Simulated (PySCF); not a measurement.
# C9H18OSi: the cost of one run

Programs: PySCF 2.14.0, with density-fitted response routines of our own. Each step states its level of theory. These are calculated values for one molecule in the gas phase, unless marked as measured. Atoms count from 0, in the outputs and in this text.

### Step 1. The starting structure

29 atoms, charge 0, multiplicity 1; geometry from: GFN2-xTB.

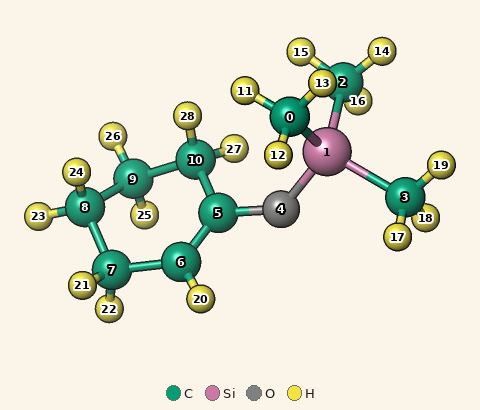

As it starts; carbon teal, silicon pink, oxygen grey, hydrogen yellow, atoms numbered; sticks join atoms by distance.

### Step 2. Geometry optimisation at PBE0-D3(BJ)/def2-SVP

The job: settings as JSON, then the geometry in Å.

```
{"job": {"xc": "PBE0", "basis": "def2-SVP", "d3": "d3bj", "grid": 1, "kind": "geom"}, "charge": 0, "multiplicity": 1}
C     -1.799680     1.442410     1.646630
Si    -1.917440     0.047820     0.348610
C     -2.085900    -1.627000     1.253160
C     -3.384890     0.296810    -0.828350
O     -0.650860     0.115290    -0.683540
C      0.702490     0.060820    -0.548730
C      1.472200     0.929350    -1.191720
C      2.968370     0.923600    -1.110490
C      3.460360     0.089360     0.068840
C      2.731660    -1.249140     0.091250
C      1.243390    -1.022930     0.337920
H     -0.957070     1.296890     2.317550
H     -1.666730     2.407480     1.165780
H     -2.694730     1.501680     2.257140
H     -3.049490    -1.704220     1.747220
H     -1.321990    -1.768110     2.012970
H     -2.013110    -2.458290     0.556860
H     -3.317750     1.242520    -1.355480
H     -3.432520    -0.489910    -1.574160
H     -4.320580     0.288810    -0.279960
H      1.015630     1.678440    -1.821320
H      3.330160     1.951090    -1.021400
H      3.377170     0.520920    -2.043910
H      4.538350    -0.065360    -0.007080
H      3.260540     0.621480     1.001130
H      2.869880    -1.748510    -0.869510
H      3.142270    -1.895120     0.869640
H      0.677590    -1.938380     0.154690
H      1.071250    -0.736290     1.380470
```

Q: Estimate the wall time of this first job on 8 threads of Arm Neoverse V1, shared host.

About 6.4 min.
